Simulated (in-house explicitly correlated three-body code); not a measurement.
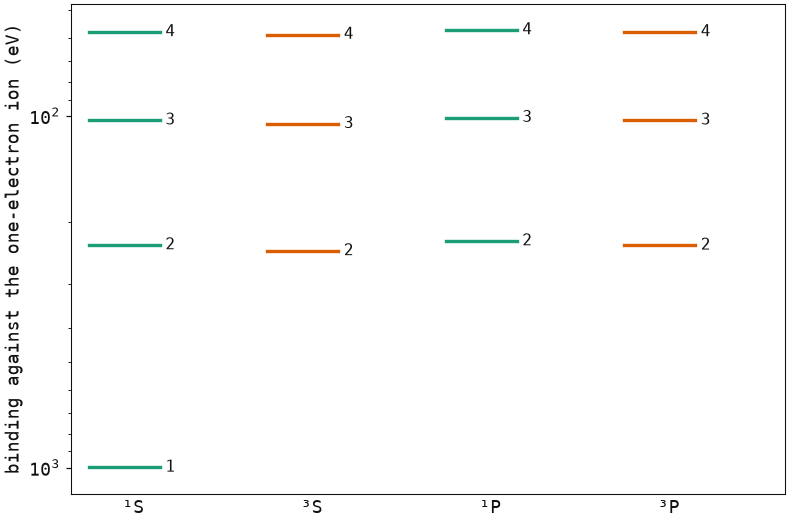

Two electrons around a point charge Z = 9.2. Computed variationally in 260 exponentially correlated functions with an in-house code, non-relativistic, converged to about 10⁻⁸ of the energy. The plot shows the bound S and P states that converged, by term and principal number n, on a logarithmic scale of binding.

How do singlets and triplets lie?

Answer. The ground state is bound by 999.4 eV. The n = 2 states drawn run, from the deepest, 2 ³S (242.2 eV), 2 ³P (233.4 eV), 2 ¹S (232.9 eV), 2 ¹P (227.0 eV). Exchange puts 2 ³S below 2 ¹S by 9.21 eV and 2 ³P below 2 ¹P by 6.39 eV. Quantum defects n − (Z − 1)/√(2 E(binding)): 2 ³S 0.056, 2 ³P 0.020, 2 ¹S 0.018, 2 ¹P −0.007.
